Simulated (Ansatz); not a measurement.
# CH₄GeO₂: a few dozen steps of dynamics

What does CH₄GeO₂ do in its first 30 fs with a Langevin thermostat, with the temperature set to 500 K?

Program: Ansatz 0.2.0, Gaussian basis. Level of theory: BLYP/def2-SVP with D3(BJ) with three-body dispersion. These are calculated values, not measurements.

**1. The relaxed structure**

The geometry comes from an earlier relaxation with PBE0-D4 in a triple-zeta def2 set; it is a stationary point, not always the lowest conformer.

SMILES `[OH][GeH]1[CH2][O]1`, 8 atoms, charge 0, spin multiplicity 1.

Atoms are counted from 1 here; the program's logs count them from 0.

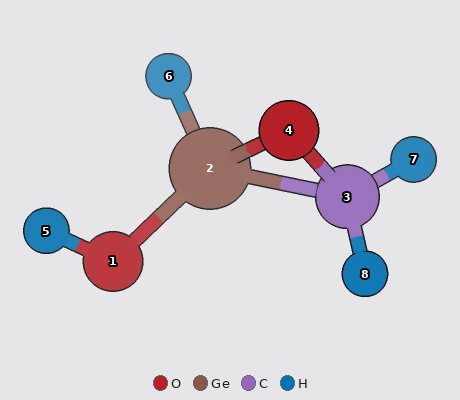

The structure; oxygen red, germanium brown, carbon purple, hydrogen blue; atoms are numbered from 1 in the order of the file.

**2. Dynamics**

File in.yaml:

```yaml
crystal:
  periodic: [false, false, false]
  atoms:
    - {symbol: O, position_ang: [-1.684557, 0.608028, -0.705559]}
    - {symbol: Ge, position_ang: [-0.216129, 0.514345, 0.267768]}
    - {symbol: C, position_ang: [1.158097, -0.633836, -0.309935]}
    - {symbol: O, position_ang: [0.283833, -1.181136, 0.697861]}
    - {symbol: H, position_ang: [-2.475190, 0.752392, -0.179825]}
    - {symbol: H, position_ang: [-0.229296, 1.463360, 1.461213]}
    - {symbol: H, position_ang: [2.190281, -0.485341, 0.006243]}
    - {symbol: H, position_ang: [1.065159, -1.094811, -1.293469]}
basis:
  gaussian: {orbitals: def2-SVP}
hamiltonian: {xc: {name: BLYP}, dispersion: d3bjatm}
md: {timestep: 1 fs, n_steps: 30, ensemble: nvt_langevin, temperature: 500, initial_velocities: maxwell_boltzmann, friction: 0.01, seed: 909}
```

Command:

```sh
$ ansatz run in.yaml --threads 2 --pin off --events-out ev --progress --plain --max-ram 4352MiB
```

Standard output, shortened:

```text
Functional definition: BLYP
  name "BLYP"
  cite "Becke, Phys. Rev. A 38, 3098 (1988) doi:10.1103/PhysRevA.38.3098"
  cite "Lee, Yang & Parr, Phys. Rev. B 37, 785 (1988) doi:10.1103/PhysRevB.37.785"
[...]
1027 factors; their error is unknown
[...]
mean field -61702.57799210 eV, -2267.5279177003 hartree, gradient 5.3e-5 eV, S^2 0.000000; 0 other end points of the search recorded, 0 dependent functions left out
[...]
reference -61702.57827800 eV, -2267.5279282067 hartree; 29, 29 occupied and 65, 65 virtual orbitals, 1027 factors
md step     0: t =     0.00 fs  T =   437.5 K  F+E_penalty+E_count = -61702.85684383 eV  E_kin = 0.452410 eV  (27 SCF iters)
[...]
md step     7: t =     7.00 fs  T =   228.0 K  F+E_penalty+E_count = -61702.61314568 eV  E_kin = 0.235796 eV  (33 SCF iters, 3 dispersion substeps)
[...]
md step    14: t =    14.00 fs  T =   336.7 K  F+E_penalty+E_count = -61702.69126044 eV  E_kin = 0.348192 eV  (32 SCF iters, 3 dispersion substeps)
[...]
md step    21: t =    21.00 fs  T =   259.2 K  F+E_penalty+E_count = -61702.58640756 eV  E_kin = 0.267993 eV  (33 SCF iters, 3 dispersion substeps)
[...]
md step    28: t =    28.00 fs  T =   268.6 K  F+E_penalty+E_count = -61702.69765649 eV  E_kin = 0.277709 eV  (33 SCF iters, 3 dispersion substeps)
[...]
md step    29: t =    29.00 fs  T =   229.7 K  F+E_penalty+E_count = -61702.68237261 eV  E_kin = 0.237529 eV  (32 SCF iters, 3 dispersion substeps)
[...]
md step    30: t =    30.00 fs  T =   238.0 K  F+E_penalty+E_count = -61702.68157548 eV  E_kin = 0.246127 eV  (29 SCF iters, 3 dispersion substeps)
Total energy: -61702.68186299 eV, -2267.5317348850 hartree
Atom 0 at    -1.747966     0.626888    -0.622630 Å, force    -0.760968     0.334432     1.081208 eV/Å
Atom 1 at    -0.213919     0.531413     0.304478 Å, force     0.752992     0.001638    -0.589178 eV/Å
Atom 2 at     1.153052    -0.523617    -0.504406 Å, force     0.004777    -0.801032    -1.001318 eV/Å
Atom 3 at     0.289009    -1.210995     0.559515 Å, force     0.842675     0.159423    -0.430264 eV/Å
Atom 4 at    -2.410934     0.746619     0.117630 Å, force     0.128929    -0.092899    -0.977539 eV/Å
Atom 5 at    -0.022220     1.593566     1.384271 Å, force    -0.129946     0.067861     0.347918 eV/Å
Atom 6 at     2.269673    -0.526938    -0.382164 Å, force    -0.511339     0.203331     0.673204 eV/Å
Atom 7 at     0.986743    -0.881257    -1.575699 Å, force    -0.327120     0.127246     0.895969 eV/Å
Dipole moment:    -0.059206     0.476039     0.181293 e Å
```

It took 45 s on 2 threads of Arm Neoverse V2, shared host.

**3. The trajectory**

One row in 2; energies are counted from the first frame:

| time (fs) | T (K) | potential (meV) | C3–O4 (Å) |
| --- | --- | --- | --- |
| 0.0 | 438 | 0.0 | 1.442 |
| 2.0 | 429 | 26.2 | 1.443 |
| 4.0 | 350 | 147.8 | 1.453 |
| 6.0 | 247 | 241.1 | 1.470 |
| 8.0 | 267 | 247.5 | 1.495 |
| 10.0 | 297 | 226.3 | 1.526 |
| 12.0 | 367 | 133.1 | 1.548 |
| 14.0 | 337 | 165.6 | 1.568 |
| 16.0 | 289 | 246.9 | 1.584 |
| 18.0 | 246 | 288.1 | 1.595 |
| 20.0 | 255 | 276.5 | 1.599 |
| 22.0 | 280 | 242.6 | 1.597 |
| 24.0 | 294 | 143.2 | 1.588 |
| 26.0 | 307 | 130.3 | 1.572 |
| 28.0 | 269 | 159.2 | 1.551 |
| 30.0 | 238 | 175.3 | 1.533 |

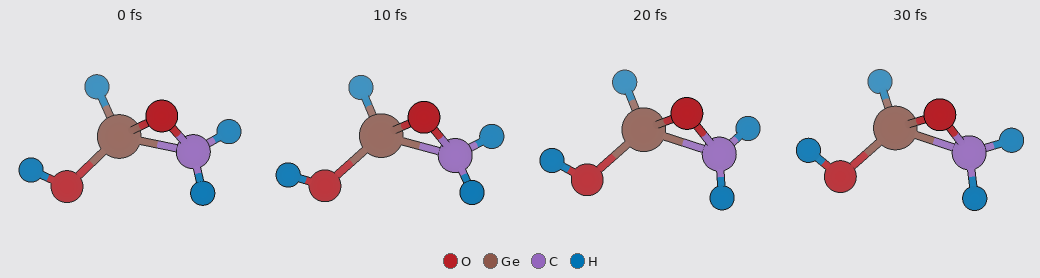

Four frames; sticks are those of the first frame.

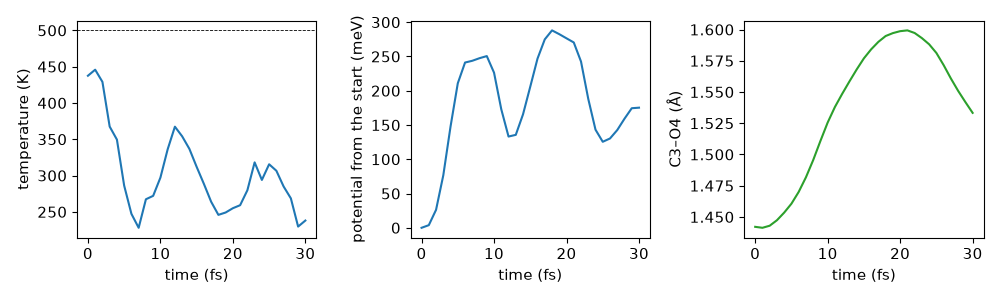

Temperature (the set value dashed), potential energy and the bond that swings most.

Positions (Å) and forces (eV/Å) at 30.0 fs:

```xyz
8

O    -1.748    0.627   -0.623   -0.761    0.334    1.081
Ge   -0.214    0.531    0.304    0.753    0.002   -0.589
C     1.153   -0.524   -0.504    0.005   -0.801   -1.001
O     0.289   -1.211    0.560    0.843    0.159   -0.430
H    -2.411    0.747    0.118    0.129   -0.093   -0.978
H    -0.022    1.594    1.384   -0.130    0.068    0.348
H     2.270   -0.527   -0.382   -0.511    0.203    0.673
H     0.987   -0.881   -1.576   -0.327    0.127    0.896
```

**4. Results**

| quantity | value |
| --- | --- |
| length | 30 steps of 1.0 fs |
| temperature, first and last frame | 438, 238 K |
| temperature, second half | mean 276 K, from 230 to 318 K |
| swing of the potential | 288 meV |
| range of C3–O4 | 1.441 to 1.599 Å |

In words: From 438 K at the start the temperature swings between 228 and 446 K: with 8 atoms it has no steady value yet; starting near a minimum, about half of the kinetic energy flows into the potential. The first value differs from the one set because the log counts other degrees of freedom than the draw of velocities did. C3–O4 swings most, by 0.16 Å; no bond breaks. A run of 30 fs gives no averages.
